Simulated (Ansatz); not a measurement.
# BHClF (singlet): from a generated start to a stationary point

Aim: relax a generated start of BHClF (singlet) and see which bonds hold.

Program: Ansatz 0.2.0, Gaussian basis. Level of theory: RKS PBE0/def2-TZVP. These are calculated values, not measurements.

## Step 1: The starting structure

4 atoms, charge 0, spin multiplicity 1.

Atoms are counted from 1 here; the program's logs count them from 0.

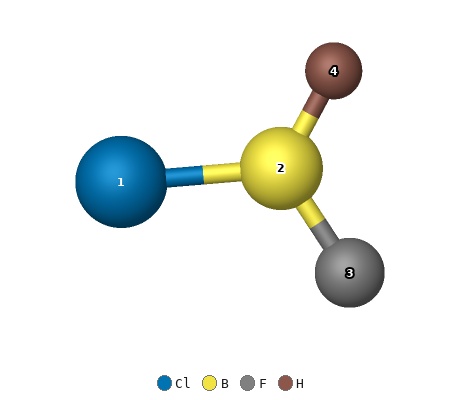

Start geometry, drawn with chlorine blue, boron yellow, fluorine grey, hydrogen brown; atoms are numbered from 1 in the order of the file.

The start was built by rule and, where that kept it together, relaxed with GFN2-xTB. Sticks and bond lists go by distance. 

## Step 2: Relaxation

Input file in.yaml:

```yaml
crystal:
  periodic: [false, false, false]
  atoms:
    - {symbol: Cl, position_ang: [-1.012415, -0.158486, -0.001176]}
    - {symbol: B, position_ang: [0.494442, 0.606912, 0.003047]}
    - {symbol: F, position_ang: [1.574971, -0.143548, 0.000009]}
    - {symbol: H, position_ang: [0.620856, 1.770588, 0.008536]}
basis:
  gaussian: {orbitals: def2-TZVP}
hamiltonian: {xc: pbe0}
relax: {f_tol: 0.004, max_steps: 80}
```

On the command line:

```sh
$ ansatz run in.yaml --threads 1 --pin off --events-out ev --progress --plain --max-ram 2176MiB
```

Q: Predict the outcome of this session. Wanted: energy gained; shift from the start; total energy; dipole moment.

The runs gave:

```
                  quantity           value
                     steps               5
             energy gained        0.042 eV
shift from the start (rms)         0.025 Å
              total energy  -15928.6826 eV
             dipole moment          0.71 D
```

In words: The bonds of the start are those of the end. Cl1–B2 went from 1.690 to 1.742 Å. No vibrations were run, so this is a stationary point, not a proven minimum, and this spin need not be the ground state's.
